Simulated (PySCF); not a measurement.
C$_{4}$H$_{11}$NSi (SMILES C=CC[SiH2]NC)

```tsv
atom	x (Å)	y (Å)	z (Å)
C	3.0760	-0.3619	-0.4621
C	2.0938	-0.6160	0.3836
C	0.6527	-0.6435	0.0262
Si	-0.2497	0.8910	0.7184
N	-1.7987	0.9541	-0.0309
C	-2.7400	-0.1417	-0.0706
H	4.1067	-0.3316	-0.1519
H	2.8863	-0.1752	-1.5068
H	2.3158	-0.7970	1.4278
H	0.2001	-1.5483	0.4361
H	0.5390	-0.6747	-1.0577
H	-0.2535	0.7907	2.1911
H	0.3956	2.1348	0.2990
H	-2.2776	1.8414	0.0072
H	-3.4182	-0.0202	-0.9178
H	-2.1942	-1.0736	-0.1962
H	-3.3410	-0.2162	0.8430
```

Geometry: GFN2-xTB.

Computed with PBE0/pcSseg-1, SCF density, gas phase, non-relativistic (PySCF 2.14.0).

Predict the electron density and electron localisation function between the atoms.

C–C (1.32 Å): ρ is about 2.3 e/Å³ halfway; the ELF peaks at about 0.90 between the atoms (a short, multiple covalent bond).
C–C (1.48 Å): ρ is about 1.7 e/Å³ halfway; the ELF peaks at about 0.95 between the atoms, as expected for localised, covalent bonding.

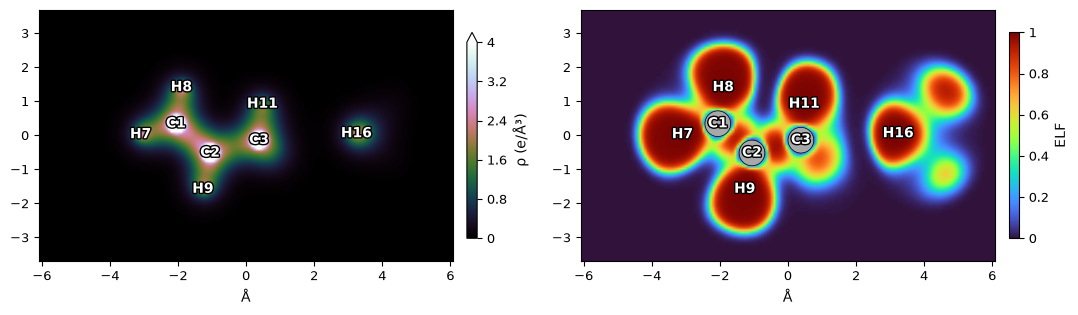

Computed electron density and electron localisation function on the plane of atoms C2, C1 and H8, in this order. Grey discs cover the atomic cores in the ELF map. 
